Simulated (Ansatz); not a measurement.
```
atom    x (Å)    y (Å)    z (Å)
   B  -1.7695   1.0172   0.0538
   O  -0.7844   0.3618  -0.5838
  Si   0.8192   0.1173  -0.2053
   N   1.2221  -1.5022   0.1109
   H  -1.5503   1.5688   1.1028
   H  -2.8599   1.0333  -0.4469
   H   1.1184   0.9161   1.0076
   H   1.5699   0.5535  -1.4023
   H   1.3047  -2.1804  -0.6280
   H   1.0130  -1.9365   0.9942
```

Geometry: PBE0-D4/def2-TZVP.

Method: RKS PBE0-D4/def2-TZVPP (Ansatz).

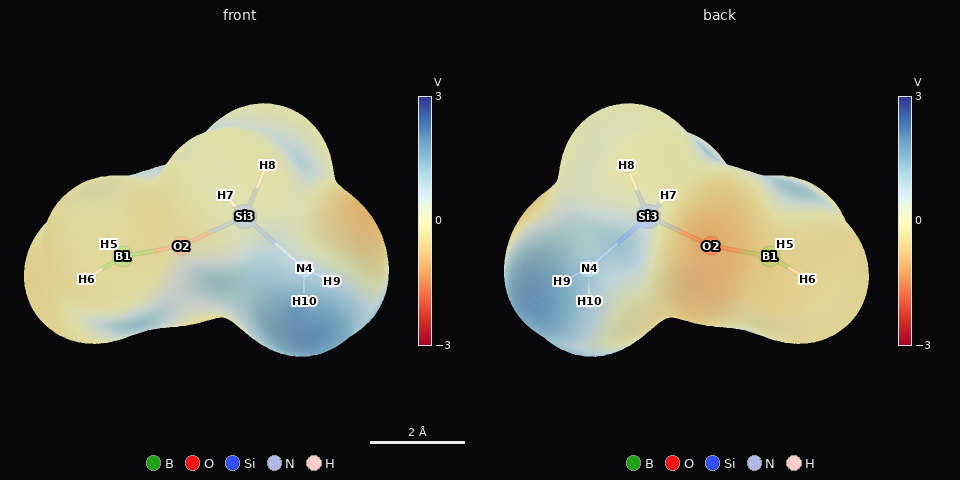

BH$_{6}$NOSi (SMILES BO[SiH2]N). The electrostatic potential painted on the density surface at 0.002 e/bohr³, seen from the front and from behind; red is negative and blue positive.

### Where is the surface potential most negative and most positive?

The most negative region (about −1.0 V) lies over O2, the most positive (about +2.0 V) over H9 and H10. O2 is the likeliest acceptor of a hydrogen bond.
